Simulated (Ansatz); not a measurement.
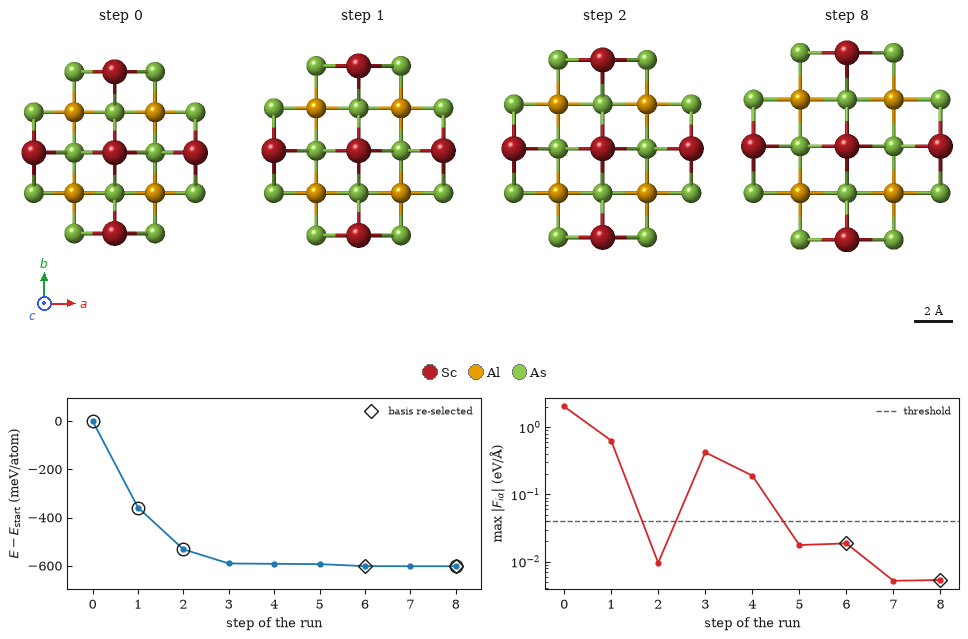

Frames of a relaxation of a crystal of Sc$_{2}$AlAs$_{3}$ (a generated structure, set up in P4/mmm) (coarse preliminary run), marked on the history of the run. The picture is a ball-and-stick view of the cell of the calculation, seen along the c axis.

Method: Ansatz 0.2.0, DFT PBE, scalar-relativistic, plane waves, PAW. Settings: plane-wave cutoff 420 eV; k-point mesh 4 × 4 × 2; occupations gaussian; smearing width 0.1 eV; no spin polarisation; cell and atoms relaxed; force threshold 0.04 eV/Å; at most 70 steps.

Describe the path.

The largest moves relative to the cell, 0.15 Å, are those of Sc atoms. Al and As stay in place. The volume changes by +34.4 %, with a = b 4.287 → 4.959 Å (+15.7 %), c 7.902 → 7.938 Å (+0.5 %). Some distances before and after: As–As 3.031 → 3.507 Å, Al–As 2.143 → 2.480 Å, Sc–Sc 3.290 → 3.000 Å, As–Sc 2.702 → 2.898 Å. Among the angles between lasting bonds that change: As–Sc–As 105.0° → 117.7°, Sc–As–Sc 75.0° → 62.3°, Sc–As–Sc 105.0° → 117.7°. The space group stays P4/mmm (No. 123). Over 6 accepted moves (8 points after the start) the energy falls by 602 meV per atom. The largest force component goes from 2 to 0.0053 eV/Å. Pressure: 22.80 GPa at the start and 0.06 GPa at the end. At 2 points the geometry stayed and the basis and grid were re-selected for the new cell (energy shift of 8.3 meV per atom at most each time). From step 0 to 1: Sc atoms move most (0.07 Å), volume +12.5 %, energy −358 meV per atom. From step 1 to 2: Sc atoms move most (0.06 Å), volume +9.3 %, energy −173 meV per atom. From step 2 to 8: Sc atoms move most (0.02 Å), volume +9.3 %, energy −70.1 meV per atom.

Limits of the set-up: the k-point mesh is coarse for a cell with partly filled bands.
